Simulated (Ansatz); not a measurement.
BFH₂OS

Input file:

```
crystal:
  periodic: [false, false, false]
  atoms:
    - { symbol: F, position_ang: [-1.25268, -0.04733, -0.7205] }
    - { symbol: B, position_ang: [0.03933, 0.24859, -0.86137] }
    - { symbol: O, position_ang: [0.88296, 0.13839, 0.14388] }
    - { symbol: S, position_ang: [0.6031, -0.35118, 1.7194] }
    - { symbol: H, position_ang: [0.44259, 0.61368, -1.89519] }
    - { symbol: H, position_ang: [1.8472, 0.2728, 0.32351] }
basis:
  gaussian: { orbitals: def2-SVP }
hamiltonian:
  xc: pbe0
  dispersion: d4
relax:
  f_tol: 0.02
  max_steps: 50
output:
  orbitals: {}
```

Run with:

```sh
ansatz run input.yaml --threads 1 --pin off --max-ram 2048MiB --backend cpu --events-out ev --progress --plain --runs-dir out
```

The fields are those of the relaxed geometry.

The calculation used RKS PBE0-D4/def2-SVP in Ansatz 0.2.0.

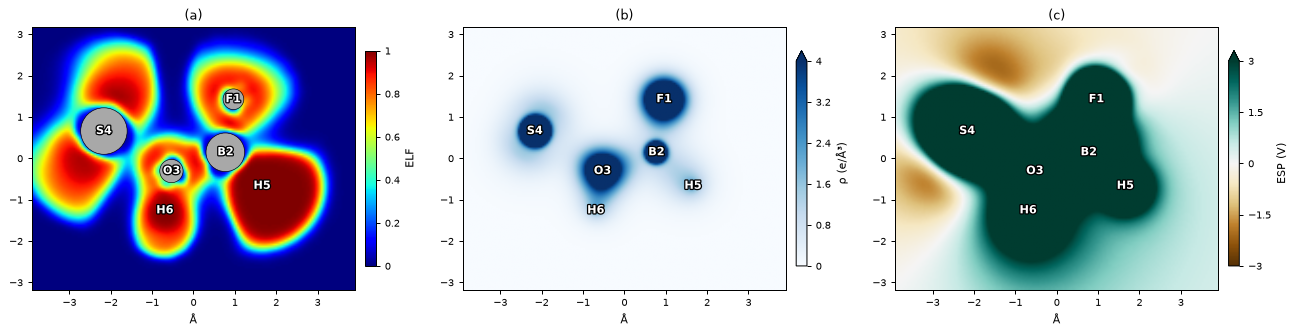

Figure 1. (a) electron localisation function; (b) electron density; (c) molecular electrostatic potential on the molecular plane. Grey discs cover the atomic cores in the ELF map.

Q: Read the bonding off the picture.

A: Atoms in the plane: F, B, O, S and H.
B–F (1.30 Å): ρ is about 2.4 e/Å³ halfway; the ELF peaks at about 0.90 between the atoms, as expected for a polar covalent bond.
B–O (1.38 Å): ρ at the midpoint is about 2 e/Å³; the ELF peaks at about 0.90 between the atoms: a shared but strongly polarised pair.
S–O (1.90 Å): ρ is about 0.69 e/Å³ halfway; the ELF peaks at about 0.90 in the valence shell of O, 0.6 Å from its nucleus, and is about 0.50 at the midpoint.
O–H (0.97 Å): ρ at the midpoint is about 3.8 e/Å³; the ELF climbs to about 1 towards the hydrogen, as it does in any bond to H; a covalent bond by its length.
B–H (1.20 Å): ρ is about 1.3 e/Å³ halfway; the ELF climbs to about 1 towards the hydrogen; an ordinary covalent bond to hydrogen.
The ELF also peaks beside S4 and F1, away from the bonds: lone-pair regions.
Outside the dense part of the molecule the potential is most negative (−2.1 V) near S4.

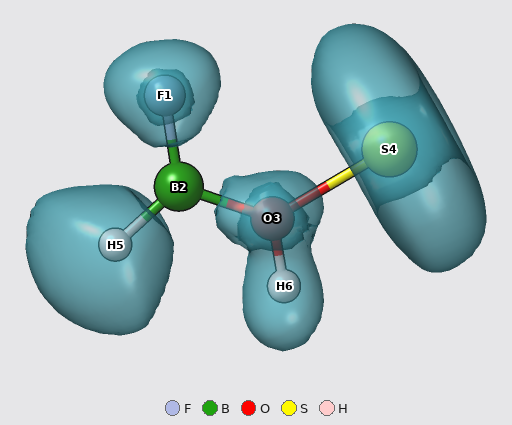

Figure 2. Isosurface of the electron localisation function at 0.75 (cyan), seen at a tilt. Only the valence region is drawn (cores and ρ < 0.01 e/Å³ removed).

Q: Where are the electrons localised?

A: At this value the surface marks out one region around a hydrogen nucleus, one region on F in which the atom's valence shell and bonds are merged, one region wrapped around S (its lone pairs, merged into a ring or cap) and one joined region spread over several atoms (H, O), in which their bonds and any lone pairs are merged.

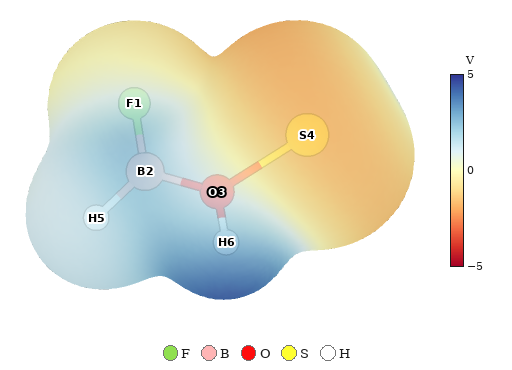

Figure 3. The molecular electrostatic potential painted on the density surface at 0.002 e/bohr³, seen at a tilt; red is negative and blue positive.

Q: Which sites attract a positive test charge, and which a negative one?

A: A positive charge is drawn to the negative regions and a negative charge to the positive ones. The most negative region (about −1.8 V, or −42 kcal/mol for a unit charge) lies over S4, the most positive (about +4.2 V, or +97 kcal/mol for a unit charge) over H6.
